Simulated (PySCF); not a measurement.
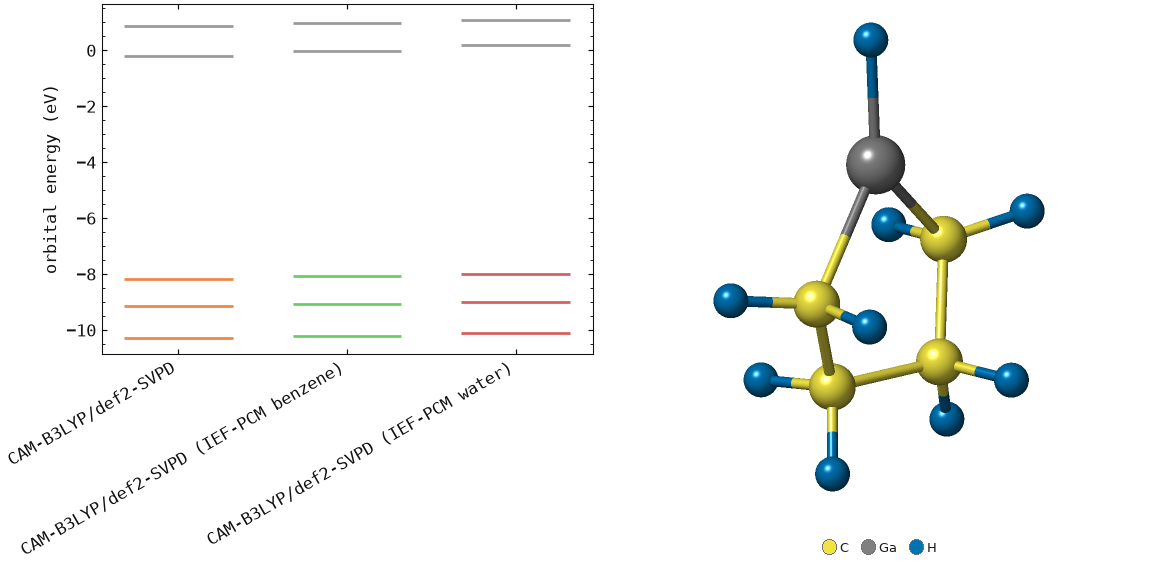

Frontier orbital energies of C₄H₉Ga, SMILES C1C[CH2][GaH][CH2]1, singlet at one geometry, PySCF, at a PBE0-D3(BJ)/def2-SVP geometry (no frequency check). Empty levels are grey, levels within 0.1 eV stand side by side; all columns show the same few orbitals around the gap.

How do the frontier levels move from column to column?

Answer. The separation grows from 7.97 eV (CAM-B3LYP/def2-SVPD) to 8.19 eV (CAM-B3LYP/def2-SVPD (IEF-PCM water)).

```csv
level,HOMO (eV),LUMO (eV),separation (eV)
CAM-B3LYP/def2-SVPD,−8.17,−0.20,7.97
CAM-B3LYP/def2-SVPD (IEF-PCM benzene),−8.07,−0.01,8.06
CAM-B3LYP/def2-SVPD (IEF-PCM water),−7.99,0.20,8.19
```

Caveats, for all or some of the runs: empty levels above zero depend strongly on the basis; one conformer of a flexible molecule.
